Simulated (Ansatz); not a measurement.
B2Br2F4

Input file:

```
crystal:
  periodic: [false, false, false]
  atoms:
    - {symbol: B, position_ang: [0.601258, -1.126437, 0.679725]}
    - {symbol: B, position_ang: [-0.601434, 1.126390, -0.679633]}
    - {symbol: Br, position_ang: [-0.331649, -0.923875, -1.238147]}
    - {symbol: Br, position_ang: [0.346751, 0.927703, 1.231139]}
    - {symbol: F, position_ang: [1.887863, -1.394286, 0.526946]}
    - {symbol: F, position_ang: [-0.140169, -1.895674, 1.460087]}
    - {symbol: F, position_ang: [-1.889419, 1.381335, -0.516821]}
    - {symbol: F, position_ang: [0.126800, 1.904845, -1.463295]}
basis:
  gaussian:
    orbitals: def2-SVPD
hamiltonian:
  xc: {name: PBE0}
output: {forces: true, orbitals: {seedname: orbitals}}
```

Launched as:

```sh
ansatz run input.yaml --threads 2 --pin off --max-ram 6090MiB --events-out events.jsonl --progress --plain --runs-dir runs
```

Geometry: PBE0-D4/def2-SVP.

Theory: isolated molecule in a Gaussian basis; Kohn-Sham density functional theory, functional PBE0 in Ansatz.

Predict the electron density and electron localisation function between the atoms.

B–F (1.32 Å): ρ is about 2.2 e/Å³ halfway; the ELF peaks at about 0.85 between the atoms: a shared but strongly polarised pair.

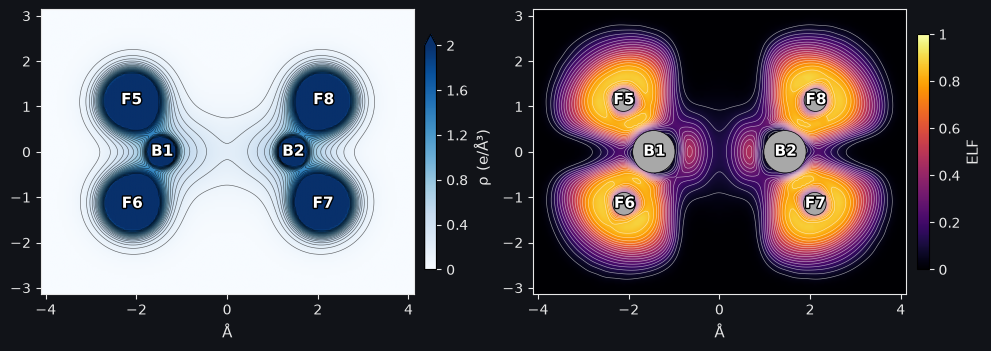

Computed electron density and electron localisation function on the plane of atoms F5, B1 and F6, in this order. Grey discs cover the atomic cores in the ELF map. 
